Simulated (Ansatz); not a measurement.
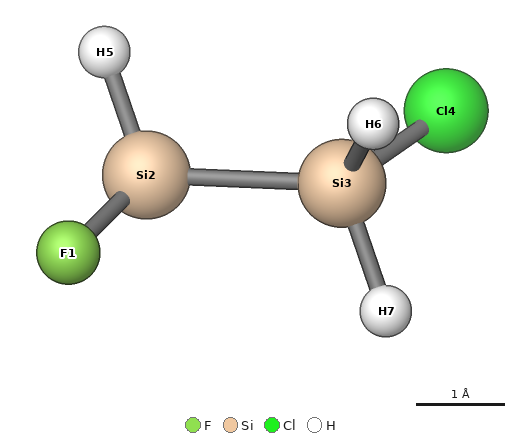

Si2H3ClF (multiplicity 2) (coarse preliminary run), before the relaxation. The picture is a ball-and-stick view, seen at a tilt.

The start comes from a force field.

Theory: UKS PBE-D4/def2-SVP (Ansatz).

Input
```yaml
crystal:
  periodic: [false, false, false]
  atoms:
    - {symbol: F, position_ang: [-0.580800, -2.025100, 1.386100]}
    - {symbol: Si, position_ang: [-0.913800, -1.101500, 0.061600]}
    - {symbol: Si, position_ang: [0.650100, 0.532300, -0.229600]}
    - {symbol: Cl, position_ang: [0.470000, 1.531800, -1.994300]}
    - {symbol: H, position_ang: [-2.277900, -0.531000, 0.147900]}
    - {symbol: H, position_ang: [0.635200, 1.573500, 0.859200]}
    - {symbol: H, position_ang: [2.078500, -0.048100, -0.276600]}
basis:
  gaussian: {orbitals: def2-SVP}
magnetization: {spin_polarized: true, initial_magnetization: 1}
hamiltonian: {xc: pbe, dispersion: d4}
relax: {f_tol: 0.03, max_steps: 200}
```

> Predict the outcome.

After 9 geometry steps the energy has fallen by 14.7 kJ/mol. The largest force component goes from 1.7 to 0.018 eV/Å. The largest move after the best rigid fit is that of Cl4, 0.28 Å. By element the largest moves are Cl 0.28 Å, H 0.21 Å, F 0.20 Å, Si 0.13 Å. Near-neighbour distances that change, for instance: Si2–Si3 2.280 → 2.358 Å, Si3–Cl4 2.036 → 2.093 Å, Si3–H7 1.543 → 1.502 Å, Si2–H5 1.481 → 1.514 Å. Among the angles between lasting bonds that change: Si2–Si3–Cl4 113.7° → 102.4°, Cl4–Si3–H7 103.9° → 109.3°, F1–Si2–H5 110.8° → 107.7°. The run took about 70 core-seconds on a shared host.

The structure at the end:

```xyz
7

F    -0.7280   -1.9242    1.4867
Si   -0.8596   -1.1499    0.0334
Si    0.7693    0.5419   -0.1742
Cl    0.2008    1.4979   -1.9467
H    -2.2544   -0.5662   -0.0532
H     0.7802    1.5524    0.9430
H     2.1530   -0.0199   -0.3347
```

The end point in the same view:

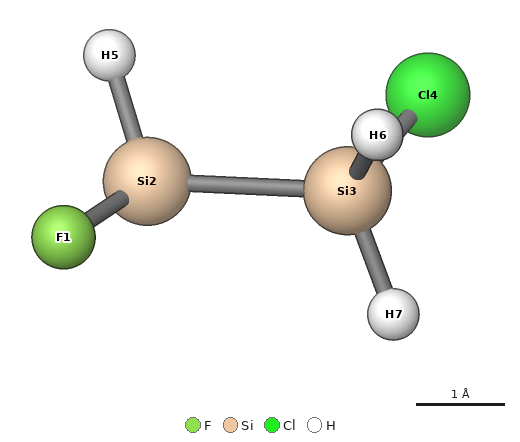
